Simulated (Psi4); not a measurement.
# AlGeNH4O (SMILES [NH2][GeH]1[O][AlH]1): HF/6-31G(d) (spherical functions)

What is the energy change on altering one bond length of AlGeNH4O at HF/6-31G* (spherical functions)? 

The calculation is run with Psi4 1.11.

1 further run of the same task is left out (set aside as unsound or not needed). Runs told in other sessions of the task aren't counted.

## 1. The structure to begin with

The species is AlGeNH4O (8 atoms), meant as a singlet with charge 0. SMILES: `[NH2][GeH]1[O][AlH]1`. The coordinates come from a PBE0-D4/def2-TZVP relaxation. This is one conformer, not always the lowest.

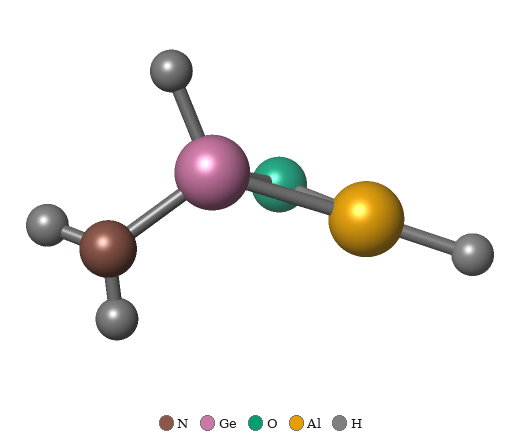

The structure, seen from a chosen angle (nitrogen brown, germanium pink, oxygen teal, aluminium amber, hydrogen grey).

## 2. The energy at HF/6-31G(d) (spherical functions)

Input file input.dat:

```
memory 2.2 GB

molecule {
  0 1
  N
  Ge 1 r2
  O 2 r3 1 a3
  Al 3 r4 2 a4 1 d4
  H 1 r5 2 a5 3 d5
  H 1 r6 5 a6 2 d6
  H 2 r7 1 a7 6 d7
  H 4 r8 3 a8 2 d8

  r2 = 1.821938
  r3 = 1.895724
  a3 = 114.68919
  r4 = 1.698618
  a4 = 80.66373
  d4 = -118.38144
  r5 = 1.009323
  a5 = 116.77169
  d5 = -82.86284
  r6 = 1.008043
  a6 = 110.6364
  d6 = -138.03046
  r7 = 1.542713
  a7 = 103.92794
  d7 = 170.9387
  r8 = 1.577325
  a8 = 138.13807
  d8 = 178.90689
  symmetry c1
  no_reorient
  no_com
}

set basis 6-31G*
set puream true
set e_convergence 1e-09
set d_convergence 1e-08
set scf_type pk

e, wfn = energy("scf", return_wfn=True)
```

The run is started by

```sh
$ psi4 -i input.dat -o output.dat -n 1
```

output.dat:

```text
[...]
  Running in c1 symmetry.
[...]
  Nuclear repulsion =  340.293310816257929
[...]
  Multiplicity = 1
[...]
  Nalpha       = 32
  Nbeta        = 32
[...]
    Number of basis functions: 86
[...]
   @RHF iter   1: -2447.41134148167657   -3.52632e+00   2.75847e-02 DIIS/ADIIS
[...]
   @RHF iter  13: -2448.62732398004528   -2.50111e-11   9.73420e-09 DIIS
[...]
    Orbital Energies [Eh]
    ---------------------
    Doubly Occupied:
       1A   -405.249482     2A    -58.482393     3A    -52.183567
       4A    -46.274586     5A    -46.273501     6A    -46.273094
       7A    -20.512349     8A    -15.537547     9A     -7.211949
      10A     -5.187501    11A     -5.185852    12A     -5.185011
      13A     -4.909114    14A     -3.223807    15A     -3.221695
      16A     -3.221373    17A     -1.643907    18A     -1.641743
      19A     -1.637430    20A     -1.635982    21A     -1.634139
      22A     -1.232496    23A     -1.117713    24A     -0.689097
      25A     -0.647906    26A     -0.566586    27A     -0.531274
      28A     -0.499134    29A     -0.480730    30A     -0.437209
      31A     -0.401396    32A     -0.317952
[...]
  @RHF Final Energy: -2448.62732398004528
   => Energetics <=
    Nuclear Repulsion Energy =            340.2933108162579288
    One-Electron Energy =               -4091.3462442418785940
    Two-Electron Energy =                1302.4256094455752191
    Total Energy =                      -2448.6273239800457304
[...]
 Multipole Moments:
 ------------------------------------------------------------------------------------
     Multipole            Electronic (a.u.)      Nuclear  (a.u.)        Total (a.u.)
 ------------------------------------------------------------------------------------
 L = 1.  Multiply by 2.5417464519 to convert [e a0] to [Debye]
 Dipole X            :          1.0159204           -1.7013434           -0.6854230
 Dipole Y            :          3.5658571           -3.3526845            0.2131725
 Dipole Z            :          1.9588100           -1.9337371            0.0250728
 Magnitude           :                                                    0.7182450
[...]
```

It took 2.7 s on 1 thread of Intel Xeon 6975P-C (Granite Rapids), shared host; peak memory 0.3 GiB.

## 3. The distorted shape: energy and gradient at HF/6-31G(d) (spherical functions)

Input file run.py:

```python
import psi4

psi4.set_memory(2200000000)
psi4.set_num_threads(1)
psi4.set_output_file('algeh4no.out', False)

geom = psi4.geometry("""
0 1
N     -1.169755     0.857386     0.465649
Ge     0.070045    -0.472914     0.578149
O      1.008445    -0.819014    -1.032251
Al     0.262445    -2.329914    -0.817851
H     -0.662600     2.276400     0.611900
H     -1.851155     0.798186    -0.274851
H      1.068845     0.038886     1.636649
H      0.182645    -3.717114    -1.564351
symmetry c1
no_reorient
no_com
""")

psi4.set_options(dict(puream=True, e_convergence=1e-09, d_convergence=1e-08, scf_type='pk'))

result = psi4.gradient('hf/6-31G*', molecule=geom)
print('gradient / Eh bohr^-1')
print(result.np.round(6))
```

The run is started by

```sh
$ python run.py
```

algeh4no.out (excerpt; [...] marks lines left out):

```text
[...]
  Running in c1 symmetry.
[...]
  Nuclear repulsion =  337.797256993077610
[...]
  Multiplicity = 1
[...]
  Nalpha       = 32
  Nbeta        = 32
[...]
    Number of basis functions: 86
[...]
   @RHF iter   1: -2447.25410903974216   -3.67234e+00   2.77537e-02 DIIS/ADIIS
[...]
   @RHF iter  14: -2448.52992334307237   -1.59162e-11   6.97962e-09 DIIS
[...]
  @RHF Final Energy: -2448.52992334307237
   => Energetics <=
    Nuclear Repulsion Energy =            337.7972569930776103
    One-Electron Energy =               -4086.3344130043733458
    Two-Electron Energy =                1300.0072326682234234
    Total Energy =                      -2448.5299233430723689
[...]
 Multipole Moments:
 ------------------------------------------------------------------------------------
     Multipole            Electronic (a.u.)      Nuclear  (a.u.)        Total (a.u.)
 ------------------------------------------------------------------------------------
 L = 1.  Multiply by 2.5417464519 to convert [e a0] to [Debye]
 Dipole X            :         -8.5315344            8.0695746           -0.4619597
 Dipole Y            :         87.4238350          -88.0162279           -0.5923929
 Dipole Z            :         -6.1869125            6.1975212            0.0106087
 Magnitude           :                                                    0.7512980
[...]
  -Total Gradient:
     Atom            X                  Y                   Z
    ------   -----------------  -----------------  -----------------
       1       -0.027607707894    -0.098509068533    -0.016671625621
       2       -0.011159629153    -0.011335106482     0.005267866482
       3        0.007132480967     0.005149031862    -0.009460199585
       4       -0.003086556180     0.000502597119     0.006474830356
       5        0.040515391799     0.115141134565     0.018704017249
       6       -0.007027796239    -0.012050606570    -0.002420419008
       7        0.000948560740     0.002905593211    -0.000098818775
       8        0.000285255971    -0.001803575174    -0.001795651048
[...]
```

The script printed:

```text
gradient / Eh bohr^-1
[[-2.76080e-02 -9.85090e-02 -1.66720e-02]
 [-1.11600e-02 -1.13350e-02  5.26800e-03]
 [ 7.13200e-03  5.14900e-03 -9.46000e-03]
 [-3.08700e-03  5.03000e-04  6.47500e-03]
 [ 4.05150e-02  1.15141e-01  1.87040e-02]
 [-7.02800e-03 -1.20510e-02 -2.42000e-03]
 [ 9.49000e-04  2.90600e-03 -9.90000e-05]
 [ 2.85000e-04 -1.80400e-03 -1.79600e-03]]
```

Wall time 7.2 s (1 thread of Intel Xeon 6975P-C (Granite Rapids), shared host); peak memory 0.3 GiB.

## 4. Outcome

At HF/6-31G* (spherical functions):

```
                                                         quantity           value
                                        first shape: total energy  -2448.62732 Eh
                                       first shape: dipole moment          1.83 D
                                         first shape: HOMO energy        -8.65 eV
                                         first shape: LUMO energy         1.40 eV
                                       first shape: HOMO–LUMO gap        10.06 eV
                                    distorted shape: total energy  -2448.52992 Eh
                                   distorted shape: dipole moment          1.91 D
                                     distorted shape: HOMO energy        -8.62 eV
                                     distorted shape: LUMO energy         1.30 eV
                                   distorted shape: HOMO–LUMO gap         9.92 eV
                        distorted shape: largest force on an atom      6.350 eV/Å
energy change with the N1–H5 bond stretched from 1.009 to 1.514 Å        2.650 eV
```

What this shows: With the N1–H5 bond stretched from 1.009 to 1.514 Å the energy rises by 2.65 eV (256 kJ/mol). The first shape isn't relaxed at this level, so the change isn't measured from a minimum.
